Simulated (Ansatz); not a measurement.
# A ladder of methods for AlH2O2 (SMILES [OH][Al][OH])

AlH2O2 has 5 atoms, charge 0, and is taken as a doublet. As SMILES, `[OH][Al][OH]`. The coordinates come from a PBE0-D4/def2-TZVP relaxation. This is one conformer, not always the lowest.

```jsonl
{"atom": "O", "x (Å)": "-1.5735", "y (Å)": "-0.3246", "z (Å)": "-0.2375"}
{"atom": "Al", "x (Å)": "0.0185", "y (Å)": "-0.8251", "z (Å)": "0.0650"}
{"atom": "O", "x (Å)": "1.2494", "y (Å)": "0.3483", "z (Å)": "0.1600"}
{"atom": "H", "x (Å)": "-1.8097", "y (Å)": "0.5958", "z (Å)": "-0.3592"}
{"atom": "H", "x (Å)": "2.1651", "y (Å)": "0.1318", "z (Å)": "0.3304"}
```

Each level gives the energy change with the O3–H5 bond stretched from 0.956 to 1.195 Å (eV). The values are calculated.

| level | kind | program | value (eV) | less CCSDT/STO-3G |
| --- | --- | --- | --- | --- |
| UHF/STO-3G | Hartree–Fock | Ansatz | 0.99 | +0.53 |
| USVWN5/STO-3G | LDA | Ansatz | 0.46 | 0.00 |
| U-revPBE/STO-3G | GGA | Ansatz | 0.36 | -0.10 |
| U-r2SCAN/STO-3G | meta-GGA | Ansatz | 0.53 | +0.07 |
| UPBE0/STO-3G | global hybrid | Ansatz | 0.59 | +0.13 |
| U-wB97M-V/STO-3G | range-separated hybrid | Ansatz | 0.58 | +0.12 |
| UCAM-B3LYP/STO-3G | range-separated hybrid | Ansatz | 0.58 | +0.12 |
| RPA@PBE/STO-3G | RPA | Ansatz | 0.35 | -0.11 |
| UMP2/STO-3G | perturbation theory | Ansatz | 0.64 | +0.18 |
| UCCSDT/STO-3G | coupled cluster or CI | Ansatz | 0.46 | 0.00 |

UCCSDT/STO-3G is the highest level here, not the true value. The first shape isn't each level's own minimum. The values span 0.35 to 0.99 eV. All rows use very small basis sets, so none should be taken for the real molecule's value.

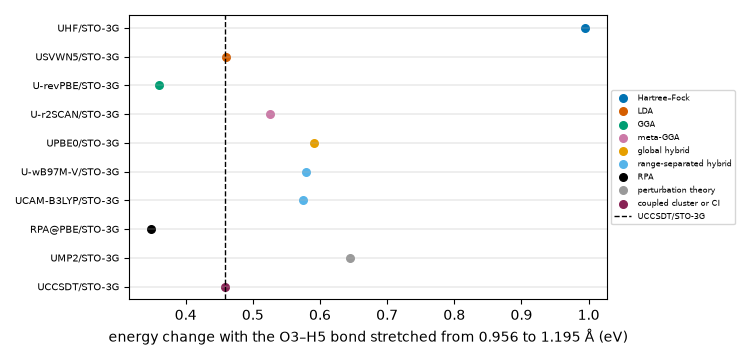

The values of the table, level by level.
